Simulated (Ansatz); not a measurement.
# H4NSSi: ladder of basis sets, by script

The task is a ladder of basis sets, for H4NSSi. SMILES: N[SiH2][S].

Program: Ansatz 0.2.0 through its Python package. The levels of theory stand in the script. These are calculated values, not measurements.

## (1) The system

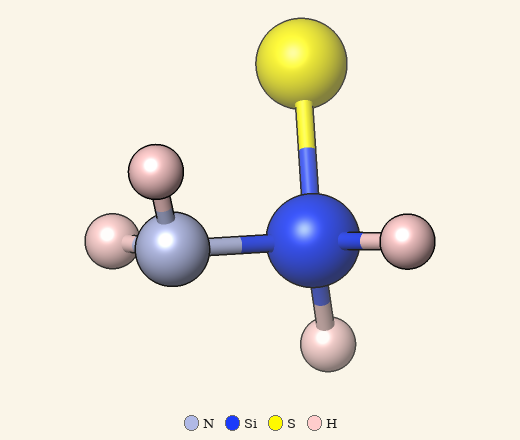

The starting structure, viewed from a chosen angle; nitrogen light blue, silicon blue, sulfur yellow, hydrogen pink.

The script holds or builds the structure itself.

## (2) The script

Input file basis_h4nssi.py:

```python
import warnings

import ansatz as az


def main() -> None:
    warnings.simplefilter("ignore", az.DeckWarning)

    h4nssi = (
        az.Crystal.molecule()
        .atom("N", (-0.6618, -0.0032, -0.8593))
        .atom("Si", (0.6458, -0.0011, 0.1456))
        .atom("S", (-0.3082, -0.1752, 2.0202))
        .atom("H", (-1.2166, 0.8121, -0.5265))
        .atom("H", (-1.2402, -0.8042, -0.6681))
        .atom("H", (1.37, 1.3003, 0.0176))
        .atom("H", (1.4722, -1.1967, -0.1752))
    )

    base = h4nssi.calculation()
    base = base.functional("hf")
    base = base.spin("collinear", total=1)

    energies = {}
    for basis in ["cc-pVDZ", "cc-pVTZ"]:
        report = base.basis(gaussian=basis).run(threads=1, pin="off").report
        size = report["n_frozen"] + report["n_occupied"][0] + report["n_virtual"][0]
        energies[basis] = (report["reference_energy_ev"] / 27.211386246, report["free_energy_ev"] / 27.211386246)
        print(f"{basis:14s} {size:4d} orbitals  reference {energies[basis][0]:14.6f} Ha  total {energies[basis][1]:14.6f} Ha")

    last = energies["cc-pVTZ"][1]
    for basis, (_, total) in energies.items():
        print(f"{basis:14s} lies {27.211386 * (total - last):9.4f} eV above cc-pVTZ")


if __name__ == "__main__":
    main()
```

## (3) What the engine is handed

The package turns the script's settings into the engine's input (first run):

```yaml
crystal:
  periodic: [false, false, false]
  atoms:
    - { symbol: "N", position_ang: [-0.6618, -0.0032, -0.8593] }
    - { symbol: Si, position_ang: [0.6458, -0.0011, 0.1456] }
    - { symbol: S, position_ang: [-0.3082, -0.1752, 2.0202] }
    - { symbol: H, position_ang: [-1.2166, 0.8121, -0.5265] }
    - { symbol: H, position_ang: [-1.2402, -0.8042, -0.6681] }
    - { symbol: H, position_ang: [1.37, 1.3003, 0.0176] }
    - { symbol: H, position_ang: [1.4722, -1.1967, -0.1752] }
basis:
  gaussian:
    orbitals: cc-pVDZ
hamiltonian:
  xc: hf
magnetization:
  spin_polarized: true
  initial_magnetization: 1.0
```

## (4) The run

On the command line:

```bash
> python basis_h4nssi.py
```

Standard output:

```text
cc-pVDZ          70 orbitals  reference    -743.255817 Ha  total    -743.255817 Ha
cc-pVTZ         154 orbitals  reference    -743.314390 Ha  total    -743.314390 Ha
cc-pVDZ        lies    1.5939 eV above cc-pVTZ
cc-pVTZ        lies    0.0000 eV above cc-pVTZ
```

It took 22 s on 1 thread of Arm Neoverse V1, shared host; peak memory 0.53 GiB.

## (5) What changed from run to run

The engine's inputs for the other runs:

Run 2, against run 1:

```diff
@@ -13 +13 @@
-    orbitals: cc-pVDZ
+    orbitals: cc-pVTZ
```

## (6) The runs side by side

From the records of these 2 runs:

```
run    basis  energy (eV)  <S²>  SCF cycles  CPU time (s)
  1  cc-pVDZ  -20225.0211  0.76         106           3.3
  2  cc-pVTZ  -20226.6150  0.76         107            18
```

## (7) What came out

| quantity | value |
| --- | --- |
| runs compared | 2 |

In words: Against cc-pVDZ: cc-pVTZ -58.6 mHa. The last step alone is -58.57 mHa. From the first set to the last the time grows from 3.3 to 17.7 s. Caveats:
- The drop along the ladder measures the basis error, and is no property of the molecule.
- The geometry is a force-field or estimated start, not a minimum of this method, and the last set is no limit. Much of the fall in a total is atomic energy, which cancels in bond and reaction energies.
- The species is open-shell (spin multiplicity 2).
- For Al to Cl the sets with a tight d function, cc-pV(X+d)Z, are usual.
